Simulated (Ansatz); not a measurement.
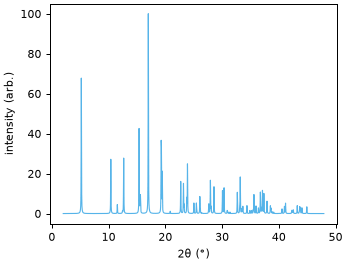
Figure: Simulated powder pattern, Mo Kα, λ = 0.71073 Å

The pattern belongs to a structure relaxed with DFT-PBE in the program Ansatz with PAW potentials.

Question: Which compound is it?
(A) TaTe, rock salt
(B) TaTe, CsCl type
(C) TePt, Pmma (Pt on 2e, Te on 2f)
(D) MoPt, L1₀ or tetragonal B2

Answer: C, TePt, Pmma (Pt on 2e, Te on 2f)

The start of the workflow was typed in or built on a structure type; neither database checked (COD, Materials Project) lists it. COD files the formula under space group No. 166, 194. Whether it is the stable phase at ambient conditions was not checked. Symmetry was held in the PBE relaxation; whether a distortion lowers the energy is not shown. No spin polarisation was allowed. The volume moved by 28 % from the start of the relaxation. Scalar-relativistic: spin–orbit coupling is off unless named, which matters more the heavier the elements.

Potentials: the earlier of the program's two PAW sets.
